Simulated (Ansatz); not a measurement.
Consider PbTe in the rock salt structure (space group Fm-3m, No. 225; a = 6.5343 Å).

One thing is altered: every lattice vector is shortened by 2.00 %; the atoms relax in the strained cell.

Computed with Ansatz (a program for electronic structure) r2SCAN, scalar-relativistic without spin-orbit coupling.

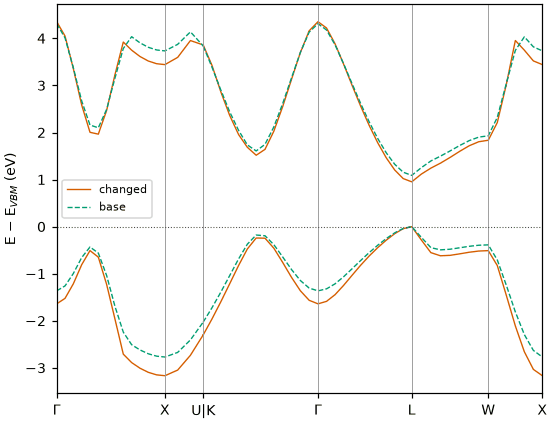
Figure: Highest valence and lowest conduction band along the path, each from its own valence-band maximum

Question: From the figure, how large is the changed gap, and is it direct?

Answer: About 1.0 eV, direct at L.

Spin-orbit coupling, missing from the scalar runs, can matter with Pb and Te. No phonon test of stability was made.
